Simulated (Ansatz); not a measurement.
Fields on a plane of Ni (fcc, Cu type)

```xyz
1
Lattice="0.0000 1.7391 1.7391 1.7391 0.0000 1.7391 1.7391 1.7391 0.0000" Properties=species:S:1:pos:R:3 pbc="T T T"
Ni     0.0000     0.0000     0.0000
```

The slice is a {100} plane (indices of the conventional cell) through the point (0.000, 0.000, 0.000) (fractional), spanned by u = [100] and v = [0 1 -1] in vectors of this cell: u (2.46 Å) and v (2.46 Å, at 90° to u). It covers one period; positions are fractions (u, v).

Atoms on it: Ni at (0.00, 0.00).

Method: r2SCAN (plane waves to 500 eV, PAW, scalar-relativistic; Ansatz, a first-principles code). k mesh 23×23×23. Inside the PAW spheres the values are not all-electron values, and peaks at nuclei hang on which shells count as valence. Ni was relaxed with its symmetry unable to fall. Relaxed Ni ends ferromagnetic. Other magnetic orders were not checked, so this need not be the ground state.

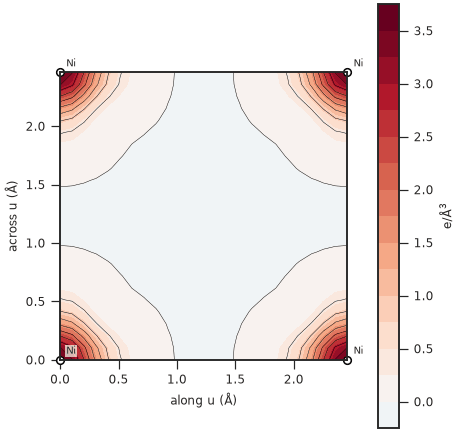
Figure: Spin density, up minus down in e/Å³, one period of the plane, atoms marked. 

```
v \ u  0.00  0.08  0.17  0.25  0.33  0.42  0.50  0.58  0.67  0.75  0.83  0.92
-----  ----  ----  ----  ----  ----  ----  ----  ----  ----  ----  ----  ----
0.92      x     x     x  0.28  0.18  0.21  0.30  0.21  0.18  0.28     x     x
0.83      x     x  0.37  0.26  0.19  0.22  0.29  0.22  0.19  0.26  0.37     x
0.75   0.27  0.28  0.26  0.21  0.18  0.22  0.27  0.22  0.18  0.21  0.26  0.28
0.67   0.18  0.18  0.19  0.18  0.20  0.24  0.26  0.24  0.20  0.18  0.19  0.18
0.58   0.21  0.21  0.22  0.22  0.24  0.25  0.25  0.25  0.24  0.22  0.22  0.21
0.50   0.31  0.30  0.29  0.27  0.26  0.25  0.25  0.25  0.26  0.27  0.29  0.30
0.42   0.21  0.21  0.22  0.22  0.24  0.25  0.25  0.25  0.24  0.22  0.22  0.21
0.33   0.18  0.18  0.19  0.18  0.20  0.24  0.26  0.24  0.20  0.18  0.19  0.18
0.25   0.27  0.28  0.26  0.21  0.18  0.22  0.27  0.22  0.18  0.21  0.26  0.28
0.17      x     x  0.37  0.26  0.19  0.22  0.29  0.22  0.19  0.26  0.37     x
0.08      x     x     x  0.28  0.18  0.21  0.30  0.21  0.18  0.28     x     x
0.00      x     x     x  0.27  0.18  0.21  0.31  0.21  0.18  0.27     x     x
```

Values: ELF of the down spins. Points within 0.5 Å of a nucleus are blanked (x), as the pseudised field means little there.

* **Density on the Ni–Ni line (2.46 Å) at its midpoint**: 0.33 e/Å³
* **ELF at that point**: 0.25
